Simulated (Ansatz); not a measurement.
**C2H4BBrO: up Jacob's ladder to CCSD(T)**

Aim: compute C2H4BBrO with functionals from several rungs and with coupled cluster, and see how far each lands from CCSD(T) at the basis-set limit for the atomisation energy.

Method: functionals in def2-TZVPP, the program's frozen cores in correlated methods; program: Ansatz 0.2.0, Gaussian basis.

Levels to be run: PBE-D4, r2SCAN-D4, PBE0-D4, B3LYP-D4, ωB97X-V, ωB97M-V, B2PLYP; CCSD(T)/def2-TZVPP; MP2/def2-QZVPP; extrapolation to the limit.

**1. The relaxed structure**

All runs share one geometry, relaxed beforehand with PBE0-D4 in a triple-zeta def2 set.

SMILES `B/C(Br)=C/O`, 9 atoms, charge 0, spin multiplicity 1.

Atoms are counted from 1 here; the program's logs count them from 0.

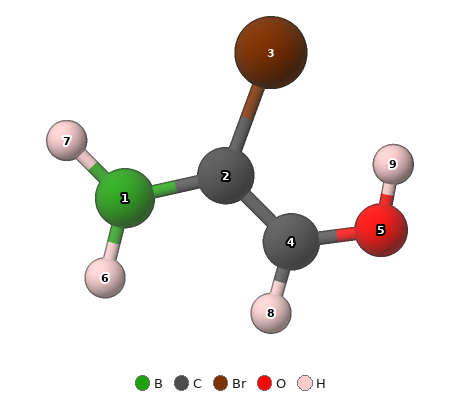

The structure; boron green, carbon dark grey, bromine brown, oxygen red, hydrogen pink; atoms are numbered from 1 in the order of the file.

**2. PBE-D4 (GGA)**

The input, in.yaml:

```yaml
crystal:
  periodic: [false, false, false]
  atoms:
    - {symbol: B, position_ang: [-0.710133, 1.215796, 0.789117]}
    - {symbol: C, position_ang: [0.243128, 0.272659, 0.112709]}
    - {symbol: Br, position_ang: [2.121154, 0.608968, -0.011172]}
    - {symbol: C, position_ang: [-0.174786, -0.883876, -0.455510]}
    - {symbol: O, position_ang: [0.564951, -1.779796, -1.070757]}
    - {symbol: H, position_ang: [-1.864894, 0.897615, 0.803945]}
    - {symbol: H, position_ang: [-0.352959, 2.236017, 1.292246]}
    - {symbol: H, position_ang: [-1.228183, -1.142936, -0.424769]}
    - {symbol: H, position_ang: [1.490122, -1.470849, -1.052909]}
basis:
  gaussian: {orbitals: def2-TZVPP}
hamiltonian: {xc: pbe, dispersion: d4}
output: {forces: true, orbitals: {seedname: orbitals}}
```

Run with:

```bash
$ ansatz run in.yaml --threads 4 --pin off --events-out ev --progress --plain --max-ram 10444MiB
```

Log (excerpt; [...] marks lines left out):

```text
Functional definition: PBE
  name "PBE"
  cite "Perdew, Burke & Ernzerhof, Phys. Rev. Lett. 77, 3865 (1996) doi:10.1103/PhysRevLett.77.3865"
  parent pbe
[...]
1292 factors; their error is unknown
[...]
mean field -74893.42814356 eV, -2752.2827196869 hartree, gradient 4.8e-5 eV, S^2 0.000000; 0 other end points of the search recorded, 0 dependent functions left out
[...]
reference -74893.42818355 eV, -2752.2827211564 hartree; 32, 32 occupied and 196, 196 virtual orbitals, 1292 factors
Total energy: -74893.63122911 eV, -2752.2901829434 hartree
Atom 0 at    -0.710133     1.215796     0.789117 Å, force     0.045819     0.011735    -0.001174 eV/Å
Atom 1 at     0.243128     0.272659     0.112709 Å, force    -0.140120     0.478213     0.286548 eV/Å
Atom 2 at     2.121154     0.608968    -0.011172 Å, force     0.364617     0.044997    -0.035285 eV/Å
Atom 3 at    -0.174786    -0.883876    -0.455510 Å, force    -0.315858    -0.076567     0.009873 eV/Å
Atom 4 at     0.564951    -1.779796    -1.070757 Å, force    -0.144278    -0.677556    -0.349462 eV/Å
Atom 5 at    -1.864894     0.897615     0.803945 Å, force    -0.125187    -0.036256     0.000664 eV/Å
Atom 6 at    -0.352959     2.236017     1.292246 Å, force     0.032177     0.113639     0.057328 eV/Å
Atom 7 at    -1.228183    -1.142936    -0.424769 Å, force    -0.229842    -0.062888     0.003146 eV/Å
Atom 8 at     1.490122    -1.470849    -1.052909 Å, force     0.512670     0.204683     0.028360 eV/Å
Dipole moment:     0.013277    -0.263164    -0.147136 e Å
```

Wall time 2.3 s (4 threads of Intel Xeon Platinum 8259CL at 2.50GHz, shared host); peak memory 0.3 GiB.

With the free atoms at this level, -74856.643 eV in sum, the atomisation energy is 36.989 eV. HOMO -6.28 eV, LUMO -2.81 eV.

**3. r2SCAN-D4 (meta-GGA)**

in.yaml: that of step 2 with these lines changed.

```diff
@@ -14,3 +14,3 @@
   gaussian: {orbitals: def2-TZVPP}
-hamiltonian: {xc: pbe, dispersion: d4}
+hamiltonian: {xc: r2scan, dispersion: d4}
 output: {forces: true, orbitals: {seedname: orbitals}}
```

Same command.

Log (excerpt; [...] marks lines left out):

```text
Functional definition: r2SCAN
  name "r2SCAN"
  cite "Furness, Kaplan, Ning, Perdew & Sun, J. Phys. Chem. Lett. 11, 8208 (2020) doi:10.1021/acs.jpclett.0c02405"
  cite "Furness, Kaplan, Ning, Perdew & Sun, J. Phys. Chem. Lett. 11, 9248 (2020) doi:10.1021/acs.jpclett.0c03077"
  parent r2scan
[...]
1292 factors; their error is unknown
[...]
mean field -74906.87568238 eV, -2752.7769076234 hartree, gradient 5.1e-5 eV, S^2 0.000000; 0 other end points of the search recorded, 0 dependent functions left out
[...]
reference -74906.87569398 eV, -2752.7769080499 hartree; 32, 32 occupied and 196, 196 virtual orbitals, 1292 factors
Total energy: -74906.92362059 eV, -2752.7786693204 hartree
Atom 0 at    -0.710133     1.215796     0.789117 Å, force     0.006468     0.062591     0.033308 eV/Å
Atom 1 at     0.243128     0.272659     0.112709 Å, force    -0.249323     0.177421     0.138854 eV/Å
Atom 2 at     2.121154     0.608968    -0.011172 Å, force     0.256376     0.036336    -0.022240 eV/Å
Atom 3 at    -0.174786    -0.883876    -0.455510 Å, force    -0.223140    -0.001168     0.036148 eV/Å
Atom 4 at     0.564951    -1.779796    -1.070757 Å, force     0.099160    -0.275622    -0.168159 eV/Å
Atom 5 at    -1.864894     0.897615     0.803945 Å, force     0.039654     0.003490    -0.004576 eV/Å
Atom 6 at    -0.352959     2.236017     1.292246 Å, force    -0.012930    -0.037543    -0.018514 eV/Å
Atom 7 at    -1.228183    -1.142936    -0.424769 Å, force     0.017109    -0.010109    -0.008446 eV/Å
Atom 8 at     1.490122    -1.470849    -1.052909 Å, force     0.066627     0.044605     0.013624 eV/Å
Dipole moment:    -0.023315    -0.256913    -0.137669 e Å
```

Wall time 3.7 s (4 threads of Intel Xeon Platinum 8259CL at 2.50GHz, shared host); peak memory 0.33 GiB.

Atomisation energy: 36.060 eV (free atoms -74870.864 eV, run apart). HOMO -6.48 eV, LUMO -2.58 eV.

**4. PBE0-D4 (hybrid)**

in.yaml: that of step 3 with these lines changed.

```diff
@@ -14,3 +14,3 @@
   gaussian: {orbitals: def2-TZVPP}
-hamiltonian: {xc: r2scan, dispersion: d4}
-output: {forces: true, orbitals: {seedname: orbitals}}
+hamiltonian: {xc: pbe0, dispersion: d4}
+output: {orbitals: {seedname: orbitals}}
```

The command is unchanged.

Log:

```text
Functional definition: PBE0
  name "PBE0"
  cite "Adamo & Barone, J. Chem. Phys. 110, 6158 (1999) doi:10.1063/1.478522"
  cite "Perdew, Burke & Ernzerhof, Phys. Rev. Lett. 77, 3865 (1996) doi:10.1103/PhysRevLett.77.3865"
  parent pbe
  parameter a = 0.25
  parameter kappa = 0.804
  parameter beta = 0.06672455060314922
  exchange = (1 - a)*pbe_x(kappa = kappa, mu = beta*pi^2/3) + a*exact_x
  correlation = pbe_c(beta = beta)
1329 factors; their error is unknown
mean field evaluation 1: about -74889.6608 eV, gradient 5.2e1 eV
mean field evaluation 2: about -74885.6061 eV, gradient 6.6e1 eV
mean field evaluation 4: about -74895.6884 eV, gradient 3.0e0 eV
mean field evaluation 8: about -74895.7129 eV, gradient 1.5e-1 eV
mean field evaluation 16: about -74896.1498 eV, gradient 4.1e-4 eV
mean field -74896.14982703 eV, -2752.3827397097 hartree, gradient 1.4e-5 eV, S^2 0.000000; 0 other end points of the search recorded, 0 dependent functions left out
reference -74896.14985677 eV, -2752.3827408026 hartree; 32, 32 occupied and 196, 196 virtual orbitals, 1329 factors
Total energy: -74896.32063873 eV, -2752.3890169238 hartree
```

Run time: 2.8 s. Hardware: 4 threads of Intel Xeon Platinum 8259CL at 2.50GHz, shared host; peak memory 0.59 GiB.

Atomisation energy: 36.065 eV (free atoms -74860.256 eV, run apart). HOMO -7.36 eV, LUMO -1.89 eV.

**5. B3LYP-D4 (hybrid)**

B3LYP here takes the VWN-RPA correlation.

in.yaml: that of step 4 with these lines changed.

```diff
@@ -14,3 +14,3 @@
   gaussian: {orbitals: def2-TZVPP}
-hamiltonian: {xc: pbe0, dispersion: d4}
-output: {orbitals: {seedname: orbitals}}
+hamiltonian: {xc: {name: B3LYP}, dispersion: d4}
+output: {forces: true, orbitals: {seedname: orbitals}}
```

Same command.

Log (excerpt; [...] marks lines left out):

```text
Functional definition: B3LYP
  name "B3LYP"
  cite "Stephens, Devlin, Chabalowski & Frisch, J. Phys. Chem. 98, 11623 (1994) doi:10.1021/j100096a001"
  cite "Becke, Phys. Rev. A 38, 3098 (1988) doi:10.1103/PhysRevA.38.3098"
  cite "Lee, Yang & Parr, Phys. Rev. B 37, 785 (1988) doi:10.1103/PhysRevB.37.785"
  cite "Vosko, Wilk & Nusair, Can. J. Phys. 58, 1200 (1980) doi:10.1139/p80-159"
[...]
1329 factors; their error is unknown
[...]
mean field -74911.02027756 eV, -2752.9292186872 hartree, gradient 4.8e-5 eV, S^2 0.000000; 0 other end points of the search recorded, 0 dependent functions left out
[...]
reference -74911.02053346 eV, -2752.9292280914 hartree; 32, 32 occupied and 196, 196 virtual orbitals, 1329 factors
Total energy: -74911.35109951 eV, -2752.9413761696 hartree
Atom 0 at    -0.710133     1.215796     0.789117 Å, force    -0.083565     0.093247     0.065010 eV/Å
Atom 1 at     0.243128     0.272659     0.112709 Å, force    -0.351887    -0.010693     0.052124 eV/Å
Atom 2 at     2.121154     0.608968    -0.011172 Å, force     0.406189     0.115698    -0.003186 eV/Å
Atom 3 at    -0.174786    -0.883876    -0.455510 Å, force    -0.374821     0.137480     0.137489 eV/Å
Atom 4 at     0.564951    -1.779796    -1.070757 Å, force     0.222239    -0.207216    -0.150746 eV/Å
Atom 5 at    -1.864894     0.897615     0.803945 Å, force     0.120442     0.051472     0.008555 eV/Å
Atom 6 at    -0.352959     2.236017     1.292246 Å, force    -0.048125    -0.110661    -0.052992 eV/Å
Atom 7 at    -1.228183    -1.142936    -0.424769 Å, force     0.089743     0.007674    -0.010610 eV/Å
Atom 8 at     1.490122    -1.470849    -1.052909 Å, force     0.019784    -0.077002    -0.045645 eV/Å
Dipole moment:    -0.022845    -0.234573    -0.125442 e Å
```

It took 4.1 s on 4 threads of Intel Xeon Platinum 8259CL at 2.50GHz, shared host; peak memory 0.64 GiB.

Atomisation energy: 35.719 eV (free atoms -74875.632 eV, run apart). HOMO -7.14 eV, LUMO -2.09 eV.

**6. ωB97X-V (range-separated)**

in.yaml: that of step 5 with these lines changed.

```diff
@@ -14,3 +14,3 @@
   gaussian: {orbitals: def2-TZVPP}
-hamiltonian: {xc: {name: B3LYP}, dispersion: d4}
-output: {forces: true, orbitals: {seedname: orbitals}}
+hamiltonian: {xc: {name: wB97X-V}}
+output: {orbitals: {seedname: orbitals}}
```

The command is unchanged.

Log (excerpt; [...] marks lines left out):

```text
Functional definition: wB97X-V
  name "wB97X-V"
  cite "Mardirossian & Head-Gordon, Phys. Chem. Chem. Phys. 16, 9904 (2014) doi:10.1039/C3CP54374A"
  cite "Becke, J. Chem. Phys. 107, 8554 (1997) doi:10.1063/1.475007"
  cite "Vydrov & Van Voorhis, J. Chem. Phys. 133, 244103 (2010) doi:10.1063/1.3521275"
[...]
      + integral(e_c_pw_opposite_spin*poly(b97_u_opposite, cos0, cos1)) + vv10(b, c)
1329 factors; their error is unknown
285 factors; integrals over basis functions are off by at most 2.3e-5 eV
[...]
mean field -74902.08264386 eV, -2752.6007667069 hartree, gradient 2.7e-5 eV, S^2 0.000000; 0 other end points of the search recorded, 0 dependent functions left out
reference -74902.08264193 eV, -2752.6007666358 hartree; 32, 32 occupied and 196, 196 virtual orbitals, 1329 factors
Total energy: -74902.08264193 eV, -2752.6007666358 hartree
```

It took 7 s on 4 threads of Intel Xeon Platinum 8259CL at 2.50GHz, shared host; peak memory 0.71 GiB.

With the free atoms at this level, -74866.445 eV in sum, the atomisation energy is 35.638 eV. HOMO -9.55 eV, LUMO 0.27 eV.

**7. ωB97M-V (range-separated)**

in.yaml: that of step 6 with these lines changed.

```diff
@@ -14,3 +14,3 @@
   gaussian: {orbitals: def2-TZVPP}
-hamiltonian: {xc: {name: wB97X-V}}
-output: {orbitals: {seedname: orbitals}}
+hamiltonian: {xc: {name: wB97M-V}}
+output: {forces: true, orbitals: {seedname: orbitals}}
```

The command is unchanged.

Log (excerpt; [...] marks lines left out):

```text
Functional definition: wB97M-V
  name "wB97M-V"
  cite "Mardirossian & Head-Gordon, J. Chem. Phys. 144, 214110 (2016) doi:10.1063/1.4952647"
  cite "Becke, J. Chem. Phys. 107, 8554 (1997) doi:10.1063/1.475007"
  cite "Vydrov & Van Voorhis, J. Chem. Phys. 133, 244103 (2010) doi:10.1063/1.3521275"
  # Of w^i u^j: cxij and so on, Table III.
[...]
  gx(w, u) = 1 - cx + cx01*u + cx10*w
  gss(w, u) = css00 + css04*u^4 + css10*w + css20*w^2 + css43*w^4*u^3
  gos(w, u) = cos00 + cos10*w + (cos20 + cos21*u)*w^2 + (cos60 + cos61*u)*w^6
[...]
      + integral(e_c_pw_mod_opposite_spin*gos(b97_w_opposite, b97_u_opposite)) + vv10(b, c)
1324 factors; their error is unknown
285 factors; integrals over basis functions are off by at most 2.3e-5 eV
[...]
Total energy: -74904.17741356 eV, -2752.6777480733 hartree
Atom 0 at    -0.710133     1.215796     0.789117 Å, force    -0.156320     0.087110     0.073607 eV/Å
Atom 1 at     0.243128     0.272659     0.112709 Å, force    -0.036096    -0.127003    -0.063923 eV/Å
Atom 2 at     2.121154     0.608968    -0.011172 Å, force     0.096994     0.039611     0.005800 eV/Å
Atom 3 at    -0.174786    -0.883876    -0.455510 Å, force    -0.278054     0.273966     0.196740 eV/Å
Atom 4 at     0.564951    -1.779796    -1.070757 Å, force     0.297571    -0.114181    -0.111904 eV/Å
Atom 5 at    -1.864894     0.897615     0.803945 Å, force     0.140379     0.043318     0.000782 eV/Å
Atom 6 at    -0.352959     2.236017     1.292246 Å, force    -0.035149    -0.131781    -0.066761 eV/Å
Atom 7 at    -1.228183    -1.142936    -0.424769 Å, force     0.090928     0.015847    -0.006305 eV/Å
Atom 8 at     1.490122    -1.470849    -1.052909 Å, force    -0.120253    -0.086887    -0.028036 eV/Å
Dipole moment:    -0.039123    -0.236686    -0.123926 e Å
```

It took 9 s on 4 threads of Intel Xeon Platinum 8259CL at 2.50GHz, shared host; peak memory 0.82 GiB.

With the free atoms at this level, -74868.424 eV in sum, the atomisation energy is 35.753 eV. HOMO -9.47 eV, LUMO 0.12 eV.

**8. B2PLYP (double hybrid)**

in.yaml: that of step 7 with these lines changed.

```diff
@@ -14,3 +14,2 @@
   gaussian: {orbitals: def2-TZVPP}
-hamiltonian: {xc: {name: wB97M-V}}
-output: {forces: true, orbitals: {seedname: orbitals}}
+hamiltonian: {xc: {name: B2PLYP}}
```

Same command.

Log (excerpt; [...] marks lines left out):

```text
Functional definition: B2PLYP
  name "B2PLYP"
  cite "Grimme, J. Chem. Phys. 124, 034108 (2006) doi:10.1063/1.2148954"
  cite "Becke, Phys. Rev. A 38, 3098 (1988) doi:10.1103/PhysRevA.38.3098"
  cite "Lee, Yang & Parr, Phys. Rev. B 37, 785 (1988) doi:10.1103/PhysRevB.37.785"
[...]
1421 factors; integrals over basis functions are off by at most 8.8e-4 eV
[...]
mean field -74887.34563391 eV, -2752.0591915801 hartree, gradient 2.7e-6 eV, S^2 0.000000; 0 other end points of the search recorded, 0 dependent functions left out
13 core orbitals not correlated: weight in the atoms' cores, before any rotation towards them, 1.000 or more for the frozen orbitals, at most 0.000 for the correlated occupied ones
reference -74887.34579555 eV, -2752.0591975202 hartree; 19, 19 occupied and 196, 196 virtual orbitals, 1421 factors
second order -30.73053649 eV of doubles, -0.00000000 eV of singles
Total energy: -74895.64304040 eV, -2752.3641156444 hartree
```

Run time: 6 s. Hardware: 4 threads of Intel Xeon Platinum 8259CL at 2.50GHz, shared host; peak memory 0.61 GiB.

Atomisation energy: 35.358 eV (free atoms -74860.285 eV, run apart).

**9. Orbital energies across the functionals**

Dipoles come from the runs that computed forces. Levels are read from the orbital files that the runs wrote:

| functional | HOMO (eV) | LUMO (eV) | gap (eV) | dipole (D) |
| --- | --- | --- | --- | --- |
| PBE-D4 | -6.28 | -2.81 | 3.48 | 1.45 |
| r2SCAN-D4 | -6.48 | -2.58 | 3.90 | 1.40 |
| PBE0-D4 | -7.36 | -1.89 | 5.47 |  |
| B3LYP-D4 | -7.14 | -2.09 | 5.05 | 1.28 |
| ωB97X-V | -9.55 | 0.27 | 9.83 |  |
| ωB97M-V | -9.47 | 0.12 | 9.58 | 1.30 |

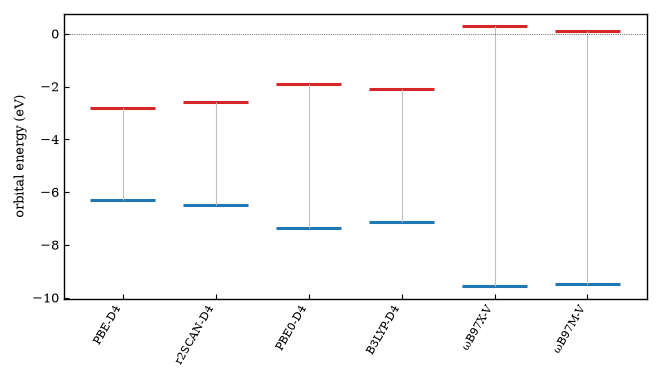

Highest occupied (blue) and lowest empty (red) level by functional.

**10. CCSD(T) in def2-TZVPP**

in.yaml: that of step 8 with these lines changed.

```diff
@@ -14,2 +14,2 @@
   gaussian: {orbitals: def2-TZVPP}
-hamiltonian: {xc: {name: B2PLYP}}
+correlation: {method: ccsd_t}
```

The command is unchanged.

Log (excerpt; [...] marks lines left out):

```text
Functional definition: HF
  name "HF"
  cite "Fock, Z. Phys. 61, 126 (1930) doi:10.1007/BF01340294"
  parent pbe
[...]
1421 factors; integrals over basis functions are off by at most 8.8e-4 eV
[...]
mean field -74833.24212080 eV, -2750.0709241459 hartree, gradient 5.7e-6 eV, S^2 0.000000; 0 other end points of the search recorded, 0 dependent functions left out
13 core orbitals not correlated: weight in the atoms' cores, before any rotation towards them, 1.000 or more for the frozen orbitals, at most 0.000 for the correlated occupied ones
reference -74833.24212080 eV, -2750.0709241459 hartree; 19, 19 occupied and 196, 196 virtual orbitals, 1421 factors
second order -25.38281350 eV of doubles, -0.00000000 eV of singles
cycle   1  -25.32127529 eV  change    6.2e-2 eV  update   1.1e-1
[...]
cycle  10  -26.08037129 eV  change   -6.4e-6 eV  update   2.2e-5
perturbative correction -1.11660411 eV, -0.0410344441 hartree
Total energy: -74860.43909619 eV, -2751.0703945569 hartree
```

It took 1.7 min on 4 threads of Intel Xeon Platinum 8259CL at 2.50GHz, shared host; peak memory 4.2 GiB.

**11. MP2 in def2-QZVPP**

in.yaml: that of step 10 with these lines changed.

```diff
@@ -13,3 +13,3 @@
 basis:
-  gaussian: {orbitals: def2-TZVPP}
-correlation: {method: ccsd_t}
+  gaussian: {orbitals: "def2-QZVPP.json"}
+correlation: {method: mp2}
```

Same command.

Log:

```text
Functional definition: HF
  name "HF"
  cite "Fock, Z. Phys. 61, 126 (1930) doi:10.1007/BF01340294"
  parent pbe
  exchange = exact_x
  correlation = 0
2712 factors; integrals over basis functions are off by at most 7.4e-4 eV
mean field evaluation 1: about -74831.9583 eV, gradient 3.2e1 eV
mean field evaluation 2: about -74832.1069 eV, gradient 3.2e1 eV
mean field evaluation 4: about -74834.7433 eV, gradient 4.5e0 eV
mean field evaluation 8: about -74834.8020 eV, gradient 2.9e-1 eV
mean field evaluation 16: about -74834.8026 eV, gradient 2.5e-6 eV
mean field -74834.80264818 eV, -2750.1282724696 hartree, gradient 2.5e-6 eV, S^2 0.000000; 0 other end points of the search recorded, 0 dependent functions left out
13 core orbitals not correlated: weight in the atoms' cores, before any rotation towards them, 1.000 or more for the frozen orbitals, at most 0.000 for the correlated occupied ones
reference -74834.80264818 eV, -2750.1282724696 hartree; 19, 19 occupied and 405, 405 virtual orbitals, 2712 factors
second order -35.28380833 eV of doubles, -0.00000000 eV of singles
Total energy: -74870.08645651 eV, -2751.4249285094 hartree
```

It took 21 s on 4 threads of Intel Xeon Platinum 8259CL at 2.50GHz, shared host; peak memory 2.6 GiB.

Energy pieces by basis (eV):

| basis | HF | MP2 correlation | CCSD correlation | (T) | total |
| --- | --- | --- | --- | --- | --- |
| def2-TZVPP | -74833.2421 | -25.3828 | -26.0804 | -1.1166 | -74860.4391 |
| def2-QZVPP | -74834.8026 | -35.2838 |  |  | -74870.0865 (MP2) |

The report of the def2-TZVPP run gives T1 = 0.0122.

**12. From triple and quadruple zeta to the limit**

This step is arithmetic on the last runs, with X = 3 and 4: exp(−7.88√X) for Hartree-Fock, X^−2.97 for correlation; only MP2 was run in the larger set, so CCSD(T) minus MP2 is added from the smaller one.

| level | energy at the limit (eV) |
| --- | --- |
| HF | -74835.0176 |
| MP2 | -74877.6355 |
| CCSD | -74878.3330 |
| CCSD(T) | -74879.4496 |

This is no true limit for total energies: MP2 correlation changes by a factor of 1.39 from triple to quadruple zeta (about 1.07 in light molecules), because outer-core shells are correlated in sets not made for them. Much of that cancels between molecule and atoms or ions.

**13. All levels against the reference**

Atomisation energy = energies of 1 B, 2 C, 1 Br, 1 O, 4 H (separate runs, same level) minus the molecule's; electronic only, no spin-orbit term.

| method | rung | atoms, summed (eV) | atomisation energy (eV) | from CCSD(T)/CBS (eV) | time |
| --- | --- | --- | --- | --- | --- |
| PBE-D4 | GGA | -74856.643 | 36.989 | +1.407 | 2.3 s |
| r2SCAN-D4 | meta-GGA | -74870.864 | 36.060 | +0.478 | 3.7 s |
| PBE0-D4 | hybrid | -74860.256 | 36.065 | +0.483 | 2.8 s |
| B3LYP-D4 | hybrid | -74875.632 | 35.719 | +0.137 | 4.1 s |
| ωB97X-V | range-separated | -74866.445 | 35.638 | +0.056 | 7 s |
| ωB97M-V | range-separated | -74868.424 | 35.753 | +0.171 | 9 s |
| B2PLYP | double hybrid | -74860.285 | 35.358 | -0.224 | 6 s |
| HF/def2-TZVPP | wavefunction | -74807.645 | 25.597 | -9.985 |  |
| MP2/def2-TZVPP | wavefunction | -74822.954 | 35.671 | +0.089 |  |
| CCSD/def2-TZVPP | wavefunction | -74825.396 | 33.927 | -1.655 |  |
| CCSD(T)/def2-TZVPP | wavefunction | -74825.804 | 34.635 | -0.947 | 1.7 min |
| MP2/CBS | wavefunction | -74841.018 | 36.618 | +1.036 |  |
| CCSD(T)/CBS | wavefunction | -74843.868 | 35.582 | 0 | 2.1 min |

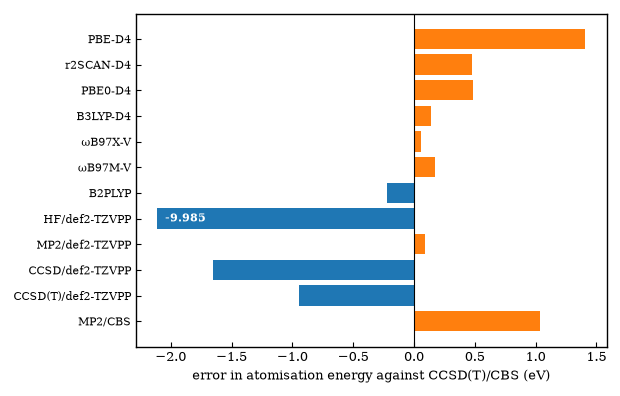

Error of each method against CCSD(T)/CBS. Bars with a number in them are cut short.

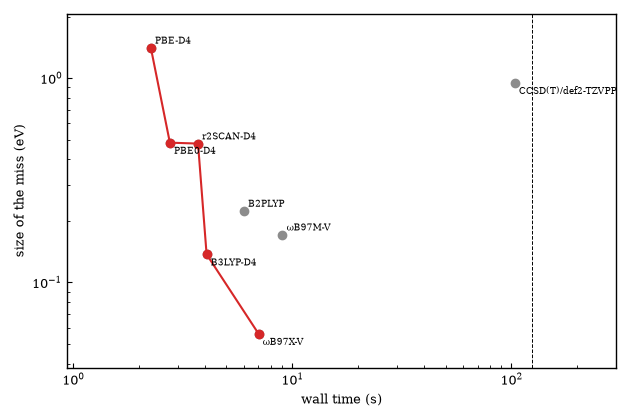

Miss against cost. Red marks the levels that no quicker level drawn beats (of those quicker than the yardstick), and the dashed line is the time of CCSD(T)/CBS. Times are from a shared host.

B2PLYP carry no dispersion term (for B3LYP, D4 adds 0.331 eV).

Times are those of the molecule's run; HF, MP2 and CCSD come out of the CCSD(T) runs, and the limit's time is the sum of the runs that it needs.

**14. Results**

```
                               quantity                                value
        atomisation energy, CCSD(T)/CBS                            35.582 eV
    functionals within 0.356 eV (1.0 %)   B3LYP-D4, ωB97X-V, ωB97M-V, B2PLYP
                               farthest                   PBE-D4 (+1.407 eV)
             mean size of error, hybrid                             0.310 eV
    mean size of error, range-separated                             0.114 eV
              gap, smallest and largest  3.48 eV (PBE-D4), 9.83 eV (ωB97X-V)
                          T1 diagnostic                               0.0122
triples share of the correlation energy                                4.1 %
```

What this shows: PBE-D4 misses by +1.407 eV. Double hybrids carry the basis error of their MP2 part in triple zeta, and no dispersion term here, so their miss is partly the set-up's. The reference freezes the cores and leaves out relativity and excitations past (T), and its outer-core shells are covered unevenly, so misses under about 0.356 eV can't be ranked. All levels share the lack of spin-orbit coupling, which lowers the free heavy atoms and so the true binding. Hartree-Fock recovers 72 % of the binding; the rest is correlation. Orbital gaps span 3.5 to 9.8 eV; exact exchange widens them. Correlated methods include outer-core shells of Br, which these sets cover unevenly.

For cost: ωB97X-V gets within 0.056 eV in 7 s, where CCSD(T)/CBS took 2.1 min; the quickest level in the cost chart, PBE-D4, takes 2.3 s and misses by 1.407 eV.
